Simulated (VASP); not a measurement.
Band structure of LaB₆ (space group Pm-3m). All values below come from PBE GGA, VASP's PBE PAW potentials (set 64) (plane waves; VASP 6.6.1).

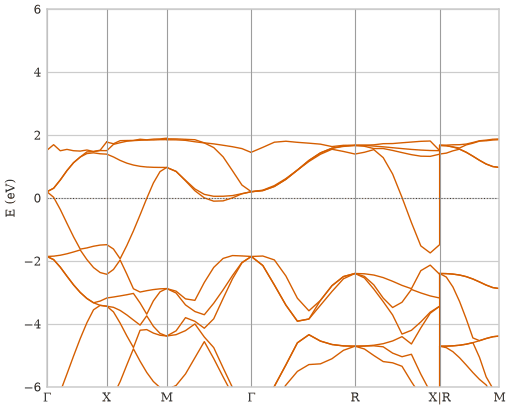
*Bands along high-symmetry lines, zero at the valence-band maximum or, without a gap, the Fermi level*

Problem. Read the plot: is there a gap, and where are the band edges?

Solution. It has no gap at this level: it comes out as a metal or semimetal.

The structure comes from a computed database's LaB6 entry; how it stands against other phases isn't given here. The cell was not relaxed at this level. The electron count is odd and the run is not spin-polarised, which forces a metal.
